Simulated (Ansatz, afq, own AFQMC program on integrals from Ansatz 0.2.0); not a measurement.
# NH₃+ (doublet): quantum Monte Carlo beside coupled cluster at scale of all distances = 1.000, 6-31G, part 2 of 2

Ansatz 0.2.0, Gaussian basis, and an in-house AFQMC program (afq) on its integrals; all values are calculated; 6-31G, frozen cores. The steps go on from the part before.

### 14 Phaseless AFQMC, CISD trial on UHF

It reads the integrals that the CCSD(T) run on this determinant wrote.

The run is started by

```console
> afq ham --method phaseless --trial cisd --walkers 4000 --populations 20 --least-time 60 --time-step 0.005 --steps-per-block 50 --equilibration-blocks 28 --max-blocks 4000 --target-error 0.00016 --factor-cut 1e-05 --start spin_pure --seed 9462 --release-times 0.24,0.51,0.99,1.62,2.4 --release-step 0.03 --release-every 3 --taylor-order 6
```

What it wrote:

```text
orbitals 14  electrons 4 3  factors 85 of 228
reference energy -55.85888677 Eh
CCSD correlation -0.10317268 Eh in 8 cycles, weight of the determinant in the CISD state 0.9588
energy of the start -55.961974 Eh
 block  time / (1/Eh)  mean weight  energy / Eh
     1     0.250  0.9997  -55.961501
     2     0.500  1.0002  -55.962083
     3     0.750  1.0000  -55.962620
     4     1.000  0.9999  -55.963168
     5     1.250  1.0000  -55.963306
     6     1.500  1.0002  -55.962865
     7     1.750  1.0000  -55.963071
     8     2.000  1.0002  -55.963241
     9     2.250  1.0000  -55.963161
    10     2.500  1.0000  -55.963072
    11     2.750  1.0000  -55.963175
    12     3.000  1.0002  -55.963344
    13     3.250  0.9998  -55.962966
    14     3.500  1.0003  -55.963092
    15     3.750  1.0001  -55.962923
    16     4.000  1.0001  -55.962971
    17     4.250  0.9999  -55.963420
    18     4.500  1.0001  -55.962977
    19     4.750  1.0001  -55.963172
    20     5.000  1.0001  -55.963425
    21     5.250  1.0002  -55.963396
    22     5.500  1.0001  -55.963057
    23     5.750  1.0001  -55.963176
    24     6.000  1.0000  -55.963359
    25     6.250  0.9998  -55.963152
    26     6.500  0.9999  -55.963069
    27     6.750  0.9998  -55.963346
    28     7.000  0.9998  -55.963663
    29     7.250  1.0001  -55.963746
    30     7.500  0.9998  -55.963746
    31     7.750  0.9998  -55.963467
    32     8.000  1.0000  -55.963270
    33     8.250  1.0000  -55.963063
    34     8.500  1.0000  -55.962805
    35     8.750  1.0000  -55.963328
    36     9.000  0.9998  -55.963150
    37     9.250  1.0000  -55.963159
    38     9.500  1.0000  -55.963270
    39     9.750  1.0001  -55.963430
    40    10.000  0.9998  -55.963066
    41    10.250  0.9998  -55.963252
    42    10.500  1.0000  -55.963235
    43    10.750  0.9999  -55.963043
    44    11.000  1.0001  -55.963568
    45    11.250  1.0001  -55.963423
    46    11.500  1.0002  -55.963208
    47    11.750  0.9998  -55.963158
    48    12.000  1.0001  -55.963481
    49    12.250  1.0000  -55.963019
    50    12.500  1.0000  -55.962956
    51    12.750  0.9999  -55.963125
    52    13.000  1.0000  -55.962895
    53    13.250  1.0000  -55.963389
    54    13.500  1.0000  -55.963077
    55    13.750  1.0000  -55.963674
    56    14.000  0.9998  -55.963784
    57    14.250  1.0000  -55.963416
    58    14.500  0.9999  -55.963209
    59    14.750  1.0002  -55.963408
    60    15.000  0.9998  -55.963194
    61    15.250  0.9999  -55.963419
    62    15.500  1.0000  -55.962986
    63    15.750  1.0001  -55.962870
    64    16.000  0.9998  -55.962876
    65    16.250  1.0002  -55.963156
    66    16.500  1.0000  -55.963469
    67    16.750  1.0001  -55.963233
    68    17.000  0.9997  -55.963165
    69    17.250  1.0000  -55.963349
    70    17.500  1.0000  -55.963155
    71    17.750  1.0002  -55.963040
    72    18.000  0.9998  -55.963452
    73    18.250  1.0001  -55.963395
    74    18.500  1.0001  -55.963363
    75    18.750  0.9999  -55.963213
    76    19.000  1.0001  -55.963117
    77    19.250  0.9998  -55.963344
    78    19.500  0.9999  -55.963277
error from the spread of 20 populations
released: time / (1/Eh)  energy / Eh  error  mean overlap
  0.24  -55.963196  0.000027  1.0006
  0.51  -55.963223  0.000020  1.0005
  0.99  -55.963218  0.000022  1.0027
  1.62  -55.963215  0.000018  1.0011
  2.40  -55.963237  0.000026  0.9995
energy -55.963258 +/- 0.000028 Eh
```

It took 26 s on 1 × NVIDIA H100 80GB HBM3 with 2 threads of AMD EPYC 7R13 (Zen 3), shared host.

Energy -1522.8378 ± 0.0008 eV. Caveats: constraint bias not in the error.

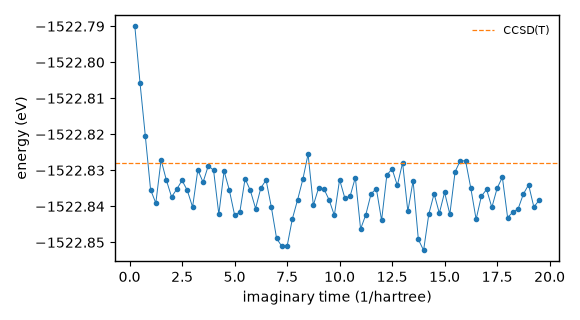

Block energies along the walk.

### 15 Phaseless AFQMC, single-determinant trial on UHF

It reads the integrals that the CCSD(T) run on this determinant wrote.

The run is started by

```console
> afq ham --method phaseless --trial hf --walkers 4000 --populations 20 --least-time 40 --time-step 0.005 --steps-per-block 20 --equilibration-blocks 112 --max-blocks 4000 --target-error 0.0008 --factor-cut 1e-05 --start spin_pure --seed 1594 --taylor-order 6
```

What it wrote:

```text
orbitals 14  electrons 4 3  factors 85 of 228
reference energy -55.85888677 Eh
CCSD correlation -0.10317268 Eh in 8 cycles, weight of the determinant in the CISD state 0.9588
energy of the start -55.859336 Eh
 block  time / (1/Eh)  mean weight  energy / Eh
     1     0.100  1.0005  -55.884564
     2     0.200  1.0009  -55.901957
     3     0.300  1.0008  -55.915970
     4     0.400  1.0008  -55.925692
     5     0.500  1.0006  -55.934129
     6     0.600  1.0006  -55.940186
     7     0.700  1.0005  -55.944222
     8     0.800  1.0006  -55.948101
     9     0.900  1.0002  -55.951821
    10     1.000  1.0002  -55.953604
    13     1.300  1.0000  -55.960449
    17     1.700  0.9998  -55.959353
    21     2.100  0.9999  -55.956975
    25     2.500  0.9999  -55.957533
    29     2.900  1.0000  -55.964869
    33     3.300  0.9998  -55.963213
    37     3.700  1.0000  -55.967803
    41     4.100  1.0001  -55.965528
    45     4.500  0.9999  -55.962940
    49     4.900  0.9999  -55.964404
    53     5.300  0.9998  -55.965395
    57     5.700  1.0000  -55.963125
    61     6.100  1.0002  -55.961557
    65     6.500  1.0000  -55.961383
    69     6.900  1.0000  -55.962631
    73     7.300  1.0002  -55.964284
    77     7.700  0.9998  -55.963469
    81     8.100  0.9999  -55.961430
    85     8.500  0.9998  -55.965706
    89     8.900  1.0000  -55.967437
    93     9.300  0.9998  -55.965621
    97     9.700  1.0001  -55.966921
   101    10.100  0.9999  -55.966891
   105    10.500  1.0002  -55.961492
   109    10.900  1.0001  -55.961821
   113    11.300  0.9999  -55.962906
   117    11.700  0.9998  -55.961771
   121    12.100  0.9999  -55.961565
   125    12.500  0.9999  -55.961972
   129    12.900  1.0000  -55.965615
   133    13.300  1.0001  -55.961779
   137    13.700  1.0000  -55.964150
   141    14.100  1.0000  -55.964345
   145    14.500  1.0001  -55.964001
   149    14.900  1.0001  -55.963436
   153    15.300  1.0001  -55.961383
   157    15.700  1.0000  -55.963079
   161    16.100  0.9999  -55.961341
   165    16.500  1.0002  -55.966036
   169    16.900  1.0001  -55.964163
   173    17.300  1.0001  -55.964484
   177    17.700  1.0001  -55.961095
   181    18.100  0.9996  -55.961601
   185    18.500  1.0000  -55.963483
   189    18.900  0.9998  -55.963796
error from the spread of 20 populations
energy -55.963116 +/- 0.000639 Eh
```

It took 17 s on 1 × NVIDIA H100 80GB HBM3 with 2 threads of AMD EPYC 7R13 (Zen 3), shared host.

Energy -1522.8340 ± 0.0174 eV. Caveats: constraint bias not in the error.

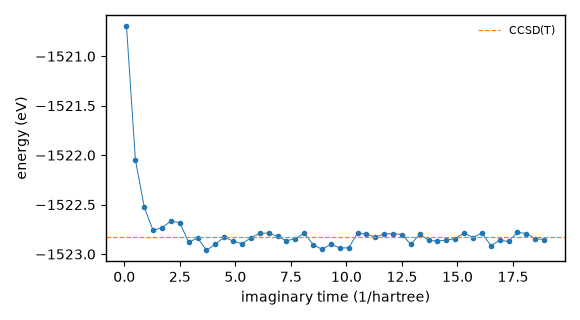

Block energies along the walk.

### 16 Free-projection AFQMC, CISD trial on UHF

It reads the integrals that the CCSD(T) run on this determinant wrote.

The run is started by

```console
> afq ham --method free --trial cisd --walkers 4000 --time-step 0.03 --max-blocks 4000 --target-error 0.00032 --factor-cut 1e-05 --seed 9581 --times 0,0.3,0.6,1.2,1.8,2.4,3.6,4.8,6 --taylor-order 8
```

What it wrote:

```text
orbitals 14  electrons 4 3  factors 85 of 228
reference energy -55.85888677 Eh
CCSD correlation -0.10317268 Eh in 8 cycles, weight of the determinant in the CISD state 0.9588
repeat  energy at the last time / Eh  error
    10  -55.963212  0.000031
    20  -55.963261  0.000032
    30  -55.963263  0.000029
time / (1/Eh)  energy / Eh  error  mean overlap
  0.00  -55.962070  0.000012  1.0430
  0.30  -55.962858  0.000014  1.0439
  0.60  -55.963089  0.000011  1.0443
  1.20  -55.963205  0.000017  1.0440
  1.80  -55.963202  0.000015  1.0480
  2.40  -55.963210  0.000021  1.0493
  3.60  -55.963222  0.000023  1.0529
  4.80  -55.963243  0.000022  1.0489
  6.00  -55.963265  0.000028  1.0478
energy -55.963265 +/- 0.000028 Eh
```

It took 15 s on 1 × NVIDIA H100 80GB HBM3 with 2 threads of AMD EPYC 7R13 (Zen 3), shared host.

Energy -1522.8380 ± 0.0008 eV. Caveats: remainder of the start not in the error.

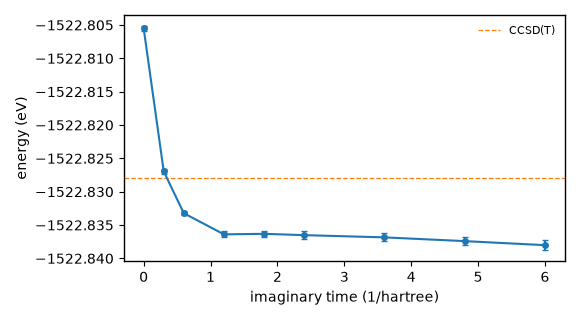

Energy against projection time, with error bars.

### 17 All levels side by side

The full CI on restricted orbitals is not used as the yardstick for these unrestricted rows.

On the UHF determinant, counted from CCSDTQ (a yardstick, not exact):

| level | energy (eV) | from CCSDTQ (meV) | statistical error (meV) | time |
| --- | --- | --- | --- | --- |
| HF | -1519.9977 | +2838.9 |  |  |
| MP2 | -1522.3581 | +478.5 |  |  |
| CCSD | -1522.8052 | +31.4 |  |  |
| CCSD(T) | -1522.8279 | +8.7 |  |  |
| CCSDT(Q) | -1522.8363 | +0.3 |  |  |
| CCSDTQ | -1522.8366 | 0.0 |  |  |
| Phaseless AFQMC, CISD trial, step 0.005, 4000 walkers | -1522.8378 | -1.2 | 0.8 | 26 s |
| Phaseless AFQMC, single-determinant trial, step 0.005, 4000 walkers | -1522.8340 | +2.6 | 17.4 | 17 s |
| Free-projection AFQMC, CISD trial, step 0.03, 4000 walkers | -1522.8380 | -1.4 | 0.8 | 15 s |

The functionals' totals stand on their own zeros and serve differences with other points: PBE -1526.596 eV; r2SCAN -1527.717 eV; PBE0 -1526.811 eV; B3LYP -1528.641 eV; wB97M-V -1527.673 eV; B2PLYP -1526.485 eV.

### 18 Summary of results

This closing draws on all 2 parts.

| quantity | value |
| --- | --- |
| CCSD(T) on UHF from CCSDTQ | +8.7 meV |
| Phaseless AFQMC, CISD trial on UHF from CCSDTQ | -1.2 ± 0.8 meV |
| Phaseless AFQMC, single-determinant trial on UHF from CCSDTQ | +2.6 ± 17.4 meV |
| Free-projection AFQMC, CISD trial on UHF from CCSDTQ | -1.4 ± 0.8 meV |

**Reading.** On UHF the phaseless walk with the CISD trial lies -1.2 meV from CCSDTQ, within three error bars. Free projection has no constraint; at the last time it gives -1.4 ± 0.8 meV, and from a start that isn't spin pure other spins can mix in. Error bars are statistical and leave out the constraint, the time step and what remains of the start.
